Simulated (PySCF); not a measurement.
**CH$_{3}$AlBrN, SMILES `C#[N+][AlH2-][Br]`: what the electrons do**

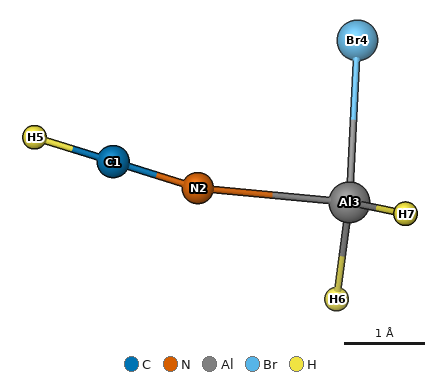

The molecule, with its atoms numbered as below. No frequency check shows the geometry to be a minimum.

Cartesian coordinates (Å):

```
C1      -2.6710    1.0194   -0.0020
N2      -2.0057    0.0937    0.0051
Al3     -0.4788   -1.2314   -0.0014
Br4      1.1747    0.3211    0.0001
H5      -3.2934    1.8774   -0.0081
H6      -0.7654   -1.9396   -1.3397
H7      -0.7653   -1.9402    1.3389
```

Part 1: Bonding charge

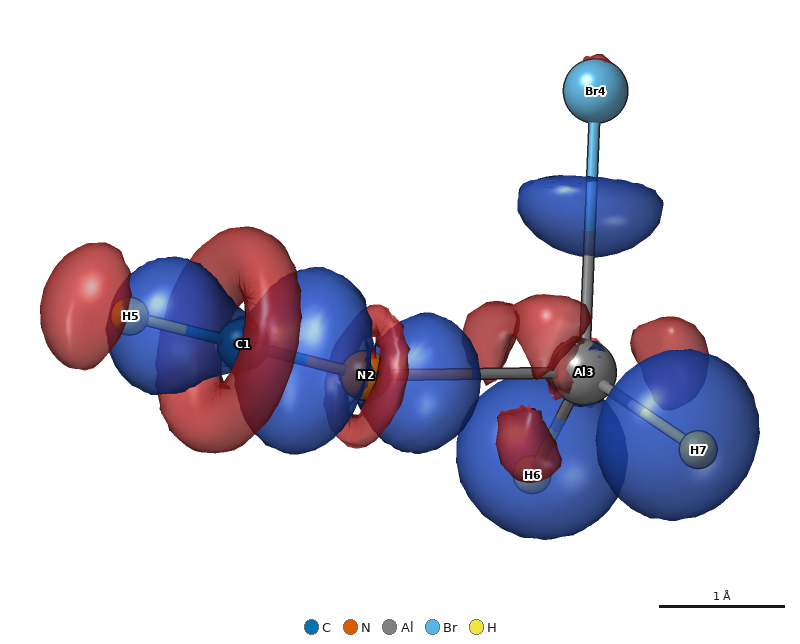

Deformation density (molecule less spherical, spin-averaged free atoms at the same positions), surfaces at ±0.09 e/Å³; blue: gain, red: loss.

Method: HF/def2-TZVP; geometry: GFN2-xTB; program: PySCF.

**How much density has each bond gained at its critical point, relative to the free atoms?**

C1–N2: +1.13 e/Å³ at the bond critical point (bond length 1.14 Å, Mayer order 2.8). C1–H5: +0.82 e/Å³ at the bond critical point (bond length 1.06 Å, Mayer order 0.9). Al3–H6 and Al3–H7: +0.19 e/Å³ at the bond critical point (bond length 1.54 Å, Mayer order 1.0). Al3–Br4: +0.05 e/Å³ at the bond critical point (bond length 2.27 Å, Mayer order 1.0). N2–Al3: −0.05 e/Å³ at the bond critical point (bond length 2.02 Å, Mayer order 0.5). In all, 2.0 electrons gather in the regions of gain relative to the promolecule. A small or negative value marks a very polar bond, one between electron-rich atoms, whose free-atom densities already overlap strongly, a long bond to a heavier atom, or a closed-shell contact such as a hydrogen bond.

**Where do the Hirshfeld charges lie?**

The highest Hirshfeld charge is on Al3 (+0.38 e), the lowest on Br4 (−0.28 e).

```
atom  charge (e)
  C1       +0.23
  N2       −0.12
 Al3       +0.38
 Br4       −0.28
  H5       +0.17
  H6       −0.19
  H7       −0.20
```

Part 2: Local ionisation energy

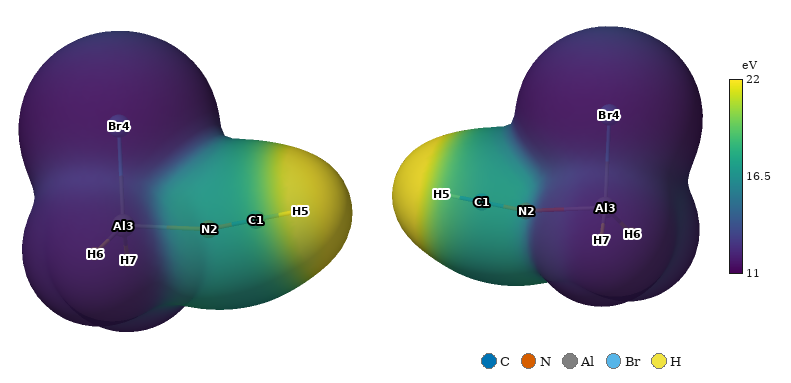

Average local ionisation energy on the surface of electron density 0.001 a.u. (back view left, front view right).

**Locate the minima of the map.**

The lowest value is 11.5 eV, 2.3 Å from Br4, and at like points elsewhere. Further minima include 11.6 eV, 2.3 Å from Br4; 11.8 eV, 1.6 Å from H7, and at like points elsewhere; 17.0 eV, off the C1–N2 bond (1.9 to 2.0 Å from its atoms). For comparison, the highest occupied orbital lies at −10.2 eV.

**What volume does the surface enclose, and what is the dipole moment?**

About 123 Å³; the dipole moment is 7.4 D.

Part 3: Removing or adding an electron

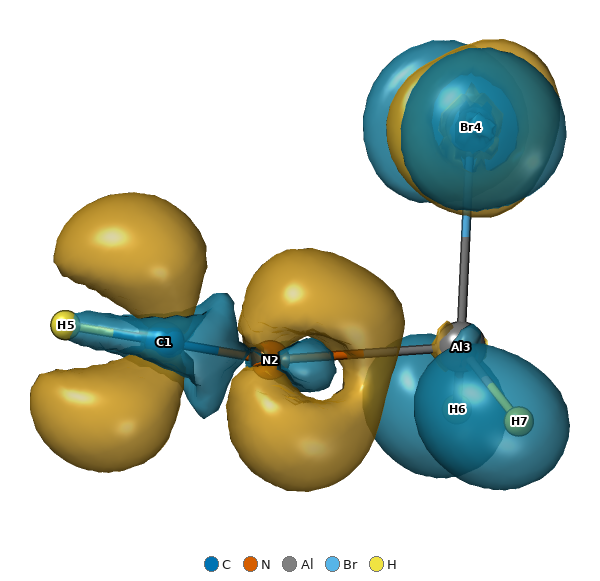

Dual descriptor f⁺ − f⁻ at ±0.03 e/Å³ (yellow positive, teal negative).

Level of theory: PBE0/def2-SVPD (PySCF), at a geometry from GFN2-xTB.

**Which atoms come out as electrophilic, and which as nucleophilic?**

Electrophilic (positive): C1 (+0.25) and N2 (+0.22). Nucleophilic (negative): Br4 (−0.30) and H6 and H7 (−0.12). f⁻ (Hirshfeld-condensed) is largest on Br4 (0.43); the vertical ionisation energy is 9.46 eV. f⁺ (Hirshfeld-condensed) is largest on C1 (0.32) and N2 (0.20); the vertical electron affinity is −0.24 eV (the stability of the anion's solution wasn't checked; negative: at this level and geometry the extra electron isn't bound, and the finite basis holds it).
